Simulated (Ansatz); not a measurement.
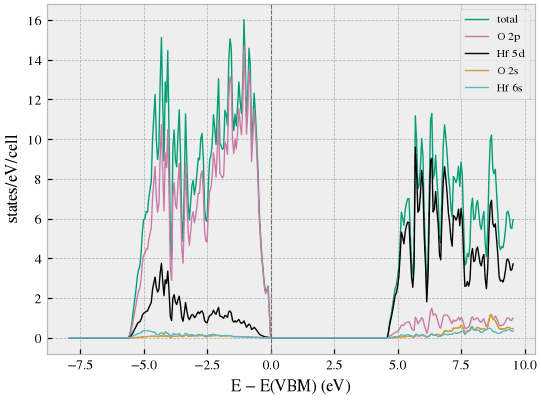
Total and projected density of states of HfO₂ in space group P2_1/c (No. 14; Hf on 4e, O on 4e, O on 4e), r²SCAN (plane waves, PAW; program Ansatz)

Question: Which orbitals carry the states next to the gap?

Answer: Top 1 eV of the valence band: O 2p 93 %. Bottom 1 eV of the conduction band: Hf 5d 84 %, O 2p 11 %. Projections are on Löwdin-orthogonalised atomic valence shells; empty p or d shells of many metals are not among them.

Question: Where is the tallest occupied peak in this window, and what makes it?

Answer: Near -1.0 eV, about 16 states/eV per cell; the largest projected share is O 2p.

Symmetry was held in the r²SCAN relaxation. The run is not spin-polarised. Spin–orbit coupling is left out wherever it is not named.

Potentials: the later of the program's two PAW sets.
